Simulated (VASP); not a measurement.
# BW under strain, part 4 of 4

How does the pressure of BW answer to a change of volume? The bands are shown for each cell. All runs use LDA. Left out of this account: 1 further run (fields: a reference on another mesh). The start is a computed cell from the Materials Project.

VASP 6.6.1; LDA; plane waves and PAW (B, W).

Still holding for the runs below: Spin-orbit coupling is off here; with elements this heavy it splits and shifts levels by tenths of an eV or more.

So far, pressure (GPa): step 2 (bands, cell as listed) -9.89; step 3 (cell volume +4.0 %) -22.2; step 4 (cell volume +8.0 %) -32.1; step 5 (bands, sheared, principal strains -2.4, -0.6, +3.1 %) -9.44; step 6 (cell volume -4.0 %) 5.39.

## 7. Bands, volume times 0.92

The cell is scaled evenly once more. A prediction first. A parabola through the 4 pressures of evenly scaled cells so far, P = -9.85 -344.0 t +711 t² GPa with t = ln(V/V₁) and V₁ the volume at scale 1, gives 23.78 GPa at t = -0.0834.

INCAR reads:

```
SYSTEM = BW
PREC = Accurate
ENCUT = 420
EDIFF = 1E-06
NELM = 100
ISMEAR = -1
SIGMA = 0.05
LREAL = .FALSE.
ALGO = Normal
GGA = CA
NBANDS = 23
LASPH = .TRUE.
LORBIT = 11
LWAVE = .FALSE.
LCHARG = .FALSE.
KPAR = 4
```

POSCAR reads:

```
BW
1.0
    1.5375715693     -4.1248617211      0.0000000000
    1.5375715693      4.1248617211      0.0000000000
    0.0000000000      0.0000000000      3.0102854496
B W
2 2
Direct
    0.5610218400      0.4389781600      0.2500000000
    0.4389781600      0.5610218400      0.7500000000
    0.8553852300      0.1446147700      0.2500000000
    0.1446147700      0.8553852300      0.7500000000
```

KPOINTS reads:

```
Automatic mesh
0
Gamma
10 10 10
0 0 0
```

KPOINTS_OPT reads:

```
Line mode
16
Line-mode
Reciprocal
  0.00000000   0.00000000   0.00000000 GAMMA
  0.28473697   0.28473697   0.00000000 X

  0.28473697   0.28473697   0.00000000 X
  0.00000000   0.50000000   0.00000000 S

  0.00000000   0.50000000   0.00000000 S
  0.00000000   0.50000000   0.50000000 R

  0.00000000   0.50000000   0.50000000 R
  0.28473697   0.28473697   0.50000000 A

  0.28473697   0.28473697   0.50000000 A
  0.00000000   0.00000000   0.50000000 Z

  0.00000000   0.00000000   0.50000000 Z
  0.00000000   0.00000000   0.00000000 GAMMA

  0.00000000   0.00000000   0.00000000 GAMMA
 -0.50000000   0.50000000   0.00000000 Y

 -0.50000000   0.50000000   0.00000000 Y
 -0.28473697   0.71526303   0.00000000 X1

 -0.28473697   0.71526303   0.00000000 X1
 -0.28473697   0.71526303   0.50000000 A1

 -0.28473697   0.71526303   0.50000000 A1
 -0.50000000   0.50000000   0.50000000 T

 -0.50000000   0.50000000   0.50000000 T
 -0.50000000   0.50000000   0.00000000 Y

  0.00000000   0.00000000   0.50000000 Z
 -0.50000000   0.50000000   0.50000000 T
```

PAW data sets: B and W (LDA family, release 64).

On the command line:

```
> mpirun -np 4 vasp_std
```

Log:

```text
[... set-up lines as in an earlier step ...]
 entering main loop
       N       E                     dE             d eps       ncg     rms          rms(c)
DAV:   1     0.266989343217E+02    0.26699E+02   -0.69441E+03  8556   0.602E+02
DAV:   2    -0.470989922926E+02   -0.73798E+02   -0.69100E+02 10329   0.169E+02
DAV:   3    -0.492384455430E+02   -0.21395E+01   -0.21152E+01 10333   0.244E+01
DAV:   4    -0.492441809286E+02   -0.57354E-02   -0.57335E-02  9629   0.138E+00
DAV:   5    -0.492441974091E+02   -0.16481E-04   -0.16481E-04 10488   0.695E-02    0.473E+01
DAV:   6    -0.450792500273E+02    0.41649E+01   -0.43463E+00 10181   0.147E+01    0.168E+01
DAV:   7    -0.448887146326E+02    0.19054E+00   -0.96229E-01  9761   0.505E+00    0.858E+00
DAV:   8    -0.448333719855E+02    0.55343E-01   -0.47118E-02  9837   0.120E+00    0.421E-01
DAV:   9    -0.448305580620E+02    0.28139E-02   -0.82417E-03  9571   0.483E-01    0.556E-01
DAV:  10    -0.448303492932E+02    0.20877E-03   -0.49122E-04 10420   0.117E-01    0.192E-01
DAV:  11    -0.448303427815E+02    0.65117E-05   -0.39891E-05  9876   0.332E-02    0.231E-02
DAV:  12    -0.448303411608E+02    0.16208E-05   -0.82233E-06  9935   0.136E-02    0.236E-03
DAV:  13    -0.448303411361E+02    0.24626E-07   -0.21903E-07  5643   0.274E-03
   1 F= -.44830341E+02 E0= -.44824312E+02  d E =-.120579E-01
 Start KPOINTS_OPT (optional k-point list driver)
k-point batch [1-186\192]
       N       E                     dE             ncg
DAV:   1     0.294315421480E+05   -0.65849E+05     8556
DAV:   2     0.159774843679E+05   -0.13454E+05    10425
DAV:   3     0.155922221080E+05   -0.38526E+03    10510
DAV:   4     0.155910294018E+05   -0.11927E+01     9776
DAV:   5     0.155910237974E+05   -0.56044E-02    10684
DAV:   6     0.155910237546E+05   -0.42834E-04     9229
DAV:   7     0.155910237538E+05   -0.79413E-06     8957
k-point batch [187-192\192]
       N       E                     dE             ncg
DAV:   1     0.962739630730E+05   -0.29792E+04      276
DAV:   2     0.958496100789E+05   -0.42435E+03      355
DAV:   3     0.958379401317E+05   -0.11670E+02      339
DAV:   4     0.958379040284E+05   -0.36103E-01      313
DAV:   5     0.958379038739E+05   -0.15452E-03      346
DAV:   6     0.958379038728E+05   -0.10931E-05      341
DAV:   7     0.958379038728E+05   -0.81491E-08      321
```

Wall time 22 s (4 MPI ranks of Intel Xeon 6975P-C (Granite Rapids), shared host); peak memory 1.1 GiB.

From OUTCAR (step 7):

```text
   ENCUT  =  420.0 eV  30.87 Ry    5.56 a.u.   7.36  7.36  5.03*2*pi/ulx,y,z

   NELECT =      18.0000    total number of electrons

 E-fermi :  10.4133

 k-point     1 :       0.0000    0.0000    0.0000
  band No.  band energies     occupation
    ...
      6       5.4704      2.00000
      7       7.3609      2.00000
      8       8.9933      2.00000
      9       9.6413      2.00000
     10      10.4086      1.04706
     11      11.7100      0.00000
     12      11.7357      0.00000
     13      12.8719      0.00000
     14      14.6940      0.00000
     15      14.9313      0.00000
    ...

  Total        5.8726830      5.9973647      5.5296860      0.0000000      0.0000000      0.0000000
  in kB      246.4136318    251.6451898    232.0217217      0.0000000      0.0000000      0.0000000
  external PRESSURE =     243.3601811 kB  Pullay stress =       0.0000000 kB

 POSITION                                       TOTAL-FORCE (eV/Angst)
 -----------------------------------------------------------------------------------
      1.53757     -0.50341      0.75257         0.000000     -0.027235      0.000000
      1.53757      0.50341      2.25771         0.000000      0.027235     -0.000000
      1.53757     -2.93183      0.75257         0.000000      0.369121      0.000000
      1.53757      2.93183      2.25771         0.000000     -0.369121     -0.000000
 -----------------------------------------------------------------------------------
    total drift:                                0.000000     -0.000000      0.000000

  FREE ENERGIE OF THE ION-ELECTRON SYSTEM (eV)
  ---------------------------------------------------
  free  energy   TOTEN  =       -44.8303411361 eV

  energy  without entropy=      -44.8182832624  energy(sigma->0) =      -44.82431220

[... 4 parts as in an earlier step ...]

[... 12 further parts left out ...]
```

Numbers from this step:

```yaml
free_energy_toten: -44.83 eV
energy_at_zero_smearing: -44.82 eV
fermi_energy: 10.41 eV
pressure: 24.34 GPa
```

Electronic bands along the path, in eV, zero at the Fermi level; # counts the bands kept, so #1 is VASP's band 2:

| point | #5 | #6 | #7 | #8 | #9 | #10 | #11 | #12 |
| --- | --- | --- | --- | --- | --- | --- | --- | --- |
| Γ | -4.94 | -3.05 | -1.42 | -0.77 | 0.00 | 1.30 | 1.32 | 2.46 |
| X | -4.31 | -2.74 | -2.72 | -1.69 | -0.77 | 1.58 | 2.63 | 2.71 |
| S | -4.70 | -3.46 | -2.57 | -0.74 | -0.06 | 1.50 | 1.65 | 2.70 |
| R | -5.54 | -3.26 | -3.26 | 2.50 | 2.50 | 3.11 | 3.11 | 6.32 |
| A | -5.50 | -3.01 | -3.01 | 1.74 | 1.74 | 2.98 | 2.98 | 6.03 |
| Z | -5.69 | -3.97 | -3.97 | 2.44 | 2.44 | 2.69 | 2.69 | 3.69 |
| Γ | -4.94 | -3.05 | -1.42 | -0.77 | 0.00 | 1.30 | 1.32 | 2.46 |
| Y | -5.09 | -4.01 | -0.73 | -0.22 | 0.97 | 1.10 | 2.28 | 2.38 |
| X1 | -4.31 | -2.74 | -2.72 | -1.69 | -0.77 | 1.58 | 2.63 | 2.71 |
| A1 | -5.50 | -3.01 | -3.01 | 1.74 | 1.74 | 2.98 | 2.98 | 6.03 |
| T | -4.33 | -3.71 | -3.71 | -1.29 | -1.29 | -0.03 | -0.03 | 2.82 |
| Y | -5.09 | -4.01 | -0.73 | -0.22 | 0.97 | 1.10 | 2.28 | 2.38 |
| jump to Z | -5.69 | -3.97 | -3.97 | 2.44 | 2.44 | 2.69 | 2.69 | 3.69 |
| T | -4.33 | -3.71 | -3.71 | -1.29 | -1.29 | -0.03 | -0.03 | 2.82 |

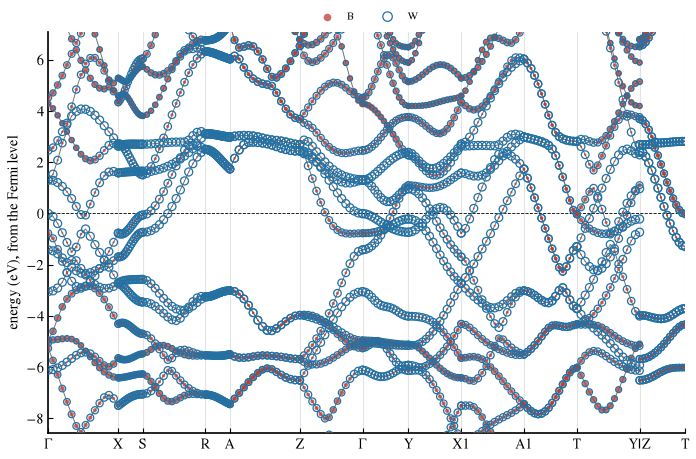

Electronic bands along the path; dots are coloured as in the legend, and their area grows with the weight.

Force by atom:

| atom | x (eV/Å) | y (eV/Å) | z (eV/Å) | size |
| --- | --- | --- | --- | --- |
| B1 | 0.000 | -0.027 | 0.000 | 0.027 |
| B2 | 0.000 | 0.027 | 0.000 | 0.027 |
| W3 | 0.000 | 0.369 | 0.000 | 0.369 |
| W4 | 0.000 | -0.369 | 0.000 | 0.369 |

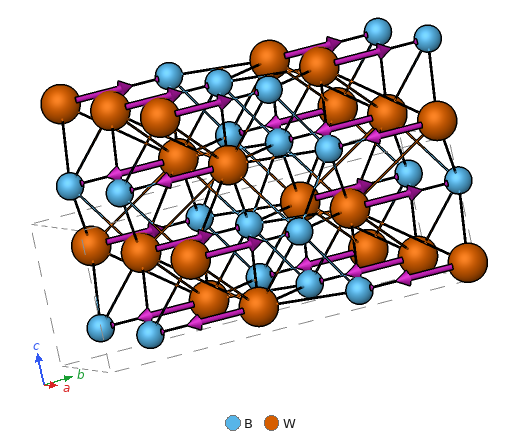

Force as arrows, the longest 0.369 eV/Å. 2×1×2 conventional cells are drawn. Some periodic images of atoms are drawn too.

 The pressure is 24.34 GPa. The parabola predicted 23.78 GPa, -0.56 GPa off.

## 8. Bands, atoms displaced by up to 0.10 Å

The atoms are moved off their sites at random, as a crude picture of disorder.

INCAR is that of step 7.

POSCAR reads:

```
BW
1.0
    1.5809060600     -4.2411156800      0.0000000000
    1.5809060600      4.2411156800      0.0000000000
    0.0000000000      0.0000000000      3.0951265000
B W
2 2
Direct
    0.5668820000      0.4432840000      0.2347080000
    0.4166160000      0.5491000000      0.7351190000
    0.8754660000      0.1430840000      0.2450960000
    0.1326050000      0.8512870000      0.7468000000
```

KPOINTS is that of step 7.

KPOINTS_OPT is that of step 7.

On the command line:

```
> mpirun -np 4 vasp_std
```

Log:

```text
[... set-up lines as in an earlier step ...]
 entering main loop
       N       E                     dE             d eps       ncg     rms          rms(c)
DAV:   1     0.228467360114E+02    0.22847E+02   -0.68274E+03 23184   0.596E+02
DAV:   2    -0.470471384276E+02   -0.69894E+02   -0.65439E+02 28357   0.163E+02
DAV:   3    -0.491712623211E+02   -0.21241E+01   -0.20985E+01 28274   0.240E+01
DAV:   4    -0.491773483336E+02   -0.60860E-02   -0.60847E-02 25809   0.142E+00
DAV:   5    -0.491773670327E+02   -0.18699E-04   -0.18698E-04 28414   0.741E-02    0.419E+01
DAV:   6    -0.449744115669E+02    0.42030E+01   -0.51152E+00 27238   0.148E+01    0.137E+01
DAV:   7    -0.448372270948E+02    0.13718E+00   -0.93172E-01 26124   0.499E+00    0.771E+00
DAV:   8    -0.447863411126E+02    0.50886E-01   -0.93019E-02 29888   0.181E+00    0.137E+00
DAV:   9    -0.447771902937E+02    0.91508E-02   -0.33238E-02 31250   0.112E+00    0.327E-01
DAV:  10    -0.447762296664E+02    0.96063E-03   -0.27202E-03 26812   0.319E-01    0.278E-01
DAV:  11    -0.447761730795E+02    0.56587E-04   -0.17584E-04 27772   0.692E-02    0.153E-01
DAV:  12    -0.447761575713E+02    0.15508E-04   -0.44751E-05 26885   0.336E-02    0.219E-02
DAV:  13    -0.447761540194E+02    0.35519E-05   -0.50660E-06 27035   0.138E-02    0.912E-03
DAV:  14    -0.447761540147E+02    0.47639E-08   -0.32236E-07 14413   0.318E-03
   1 F= -.44776154E+02 E0= -.44769807E+02  d E =-.126946E-01
 Start KPOINTS_OPT (optional k-point list driver)
k-point batch [1-192\192]
       N       E                     dE             ncg
DAV:   1     0.351928811432E+05   -0.68831E+05     8832
DAV:   2     0.218013596057E+05   -0.13392E+05    10816
DAV:   3     0.213882228549E+05   -0.41314E+03    10707
DAV:   4     0.213867234629E+05   -0.14994E+01    10134
DAV:   5     0.213867150747E+05   -0.83882E-02    10901
DAV:   6     0.213867149890E+05   -0.85711E-04     9622
DAV:   7     0.213867149874E+05   -0.15660E-05     9262
DAV:   8     0.213867149873E+05   -0.82411E-07     7111
```

Elapsed: 51 s, on 4 MPI ranks; peak memory 2.2 GiB; 3.3 min of CPU time.

From OUTCAR (step 8):

```text
   NELECT =      18.0000    total number of electrons

 E-fermi :   9.2784

 k-point     1 :       0.0000    0.0000    0.0000
  band No.  band energies     occupation
    ...
      5       4.7066      2.00000
      6       4.8284      2.00000
      7       6.4245      2.00000
      8       8.1836      2.00000
      9       8.5478      2.00000
     10       9.6713      0.00077
     11      10.0164      0.00000
     12      10.1589      0.00000
     13      12.1212      0.00000
     14      13.4350      0.00000
    ...

  Total       -1.3234579     -1.5542826     -1.8308619     -0.1680870      0.0159996      0.0550118
  in kB      -51.0888524    -59.9992741    -70.6759391     -6.4885856      0.6176270      2.1235962
  external PRESSURE =     -60.5880219 kB  Pullay stress =       0.0000000 kB

 POSITION                                       TOTAL-FORCE (eV/Angst)
 -----------------------------------------------------------------------------------
      1.59698     -0.52419      0.72645        -0.235290     -0.255176      0.326215
      1.52671      0.56188      2.27529         0.892766     -0.558651      0.324221
      1.61023     -3.10612      0.75860        -1.023502      2.066218     -0.301187
      1.55544      3.04801      2.31144         0.366026     -1.252391     -0.349249
 -----------------------------------------------------------------------------------
    total drift:                                0.000013      0.000015      0.000078

  FREE ENERGIE OF THE ION-ELECTRON SYSTEM (eV)
  ---------------------------------------------------
  free  energy   TOTEN  =       -44.7761540147 eV

  energy  without entropy=      -44.7634593756  energy(sigma->0) =      -44.76980670

[... 5 parts as in an earlier step ...]

[... 12 further parts left out ...]
```

This step gave:

```yaml
electronic_steps: 14
irreducible_k_points: 504
symmetry_operations: 1
free_energy_toten: -44.78 eV
energy_at_zero_smearing: -44.77 eV
fermi_energy: 9.278 eV
pressure: -6.059 GPa
```

Electronic bands along the path, in eV, zero at the Fermi level; # counts the bands kept, so #1 is VASP's band 2:

| point | #5 | #6 | #7 | #8 | #9 | #10 | #11 | #12 |
| --- | --- | --- | --- | --- | --- | --- | --- | --- |
| Γ | -4.45 | -2.85 | -1.09 | -0.73 | 0.39 | 0.74 | 0.88 | 2.84 |
| X | -4.15 | -2.30 | -1.90 | -1.32 | -1.01 | 1.32 | 2.41 | 2.54 |
| S | -4.51 | -2.96 | -2.08 | -0.39 | -0.32 | 1.23 | 1.64 | 2.59 |
| R | -4.91 | -3.03 | -3.02 | 2.21 | 2.32 | 2.76 | 2.80 | 4.90 |
| A | -4.76 | -2.92 | -2.89 | 1.47 | 1.50 | 2.62 | 2.67 | 5.02 |
| Z | -5.16 | -4.05 | -3.71 | 1.98 | 1.99 | 2.39 | 2.47 | 3.70 |
| Γ | -4.45 | -2.85 | -1.09 | -0.73 | 0.39 | 0.74 | 0.88 | 2.84 |
| Y | -4.61 | -3.92 | -0.59 | 0.17 | 0.21 | 1.18 | 1.92 | 2.54 |
| X1 | -4.15 | -2.30 | -1.90 | -1.32 | -1.01 | 1.32 | 2.41 | 2.54 |
| A1 | -4.76 | -2.92 | -2.89 | 1.47 | 1.50 | 2.62 | 2.67 | 5.02 |
| T | -4.07 | -3.62 | -3.53 | -0.94 | -0.75 | 0.86 | 0.87 | 2.40 |
| Y | -4.61 | -3.92 | -0.59 | 0.17 | 0.21 | 1.18 | 1.92 | 2.54 |
| jump to Z | -5.16 | -4.05 | -3.71 | 1.98 | 1.99 | 2.39 | 2.47 | 3.70 |
| T | -4.07 | -3.62 | -3.53 | -0.94 | -0.75 | 0.86 | 0.87 | 2.40 |

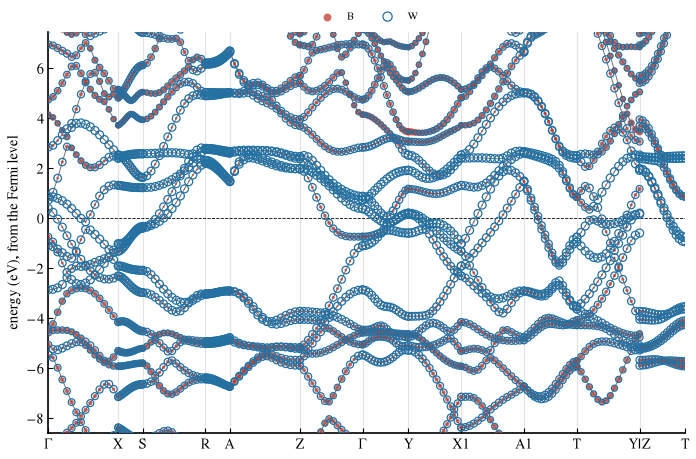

Electronic bands along the path; dots are coloured as in the legend, and their area grows with the weight.

Force by atom:

| atom | x (eV/Å) | y (eV/Å) | z (eV/Å) | size |
| --- | --- | --- | --- | --- |
| B1 | -0.24 | -0.26 | 0.33 | 0.48 |
| B2 | 0.89 | -0.56 | 0.32 | 1.10 |
| W3 | -1.02 | 2.07 | -0.30 | 2.33 |
| W4 | 0.37 | -1.25 | -0.35 | 1.35 |

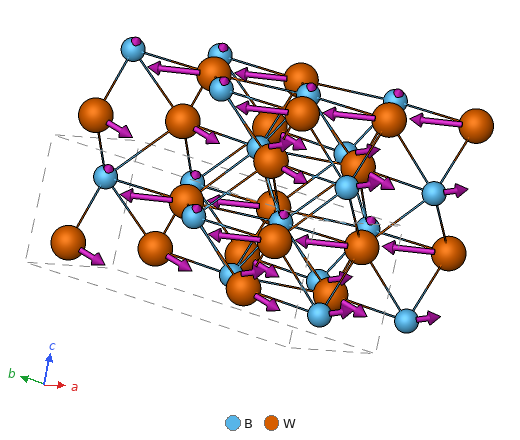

Force as arrows, the longest 2.33 eV/Å. 2×1×2 conventional cells are drawn. Some periodic images of atoms are drawn too.

 The pressure is -6.06 GPa, and the symmetry operations fall from 8 to 1.

## 9. The runs together

| cell | mesh | pressure (GPa) | gap (eV) |
| --- | --- | --- | --- |
| cell as listed | 10×10×10 | -9.89 | none |
| volume times 1.04 | 10×10×10 | -22.21 | none |
| volume times 1.08 | 10×10×10 | -32.13 | none |
| sheared, principal strains -2.4, -0.6, +3.1 % | 10×10×10 | -9.44 | none |
| volume times 0.96 | 10×10×10 | 5.39 | none |
| volume times 0.92 | 10×10×10 | 24.34 | none |
| atoms displaced by up to 0.10 Å | 10×10×10 | -6.06 | none |

## 10. What came out

```
pressure, cell as listed                                    : -9.89 GPa
pressure, volume times 1.04                                 : -22.2 GPa
pressure, volume times 1.08                                 : -32.1 GPa
pressure, sheared, principal strains -2.4, -0.6, +3.1 %     : -9.44 GPa
pressure, volume times 0.96                                 : 5.39 GPa
pressure, volume times 0.92                                 : 24.3 GPa
pressure, atoms displaced by up to 0.10 Å                   : -6.06 GPa
bulk modulus at the listed volume, shape and positions held : 347 GPa
```

In words: The slope of pressure against ln V at the listed volume gives a bulk modulus of 347 GPa at fixed shape and positions, an upper bound since the atoms bear forces. The atoms were not relaxed in the changed cells. Spin-orbit coupling is left out, and with elements this heavy it would split and shift bands near the Fermi level.

[Lines on the potential files, build, host, timing and source positions are cut from VASP's logs without a mark.]

[Logs are printed without paths, hosts, clocks, repeated set-up lines and the standing remarks that a program may print on its own settings, such as how far it seeks lower states.]

[Hosts, paths, dates, database ids (printed as entryN), source tags and the programs' standing remarks are cut or masked in the printed files.]

[A measured line is paired with the nearest computed mode of its activity, which favours agreement.]
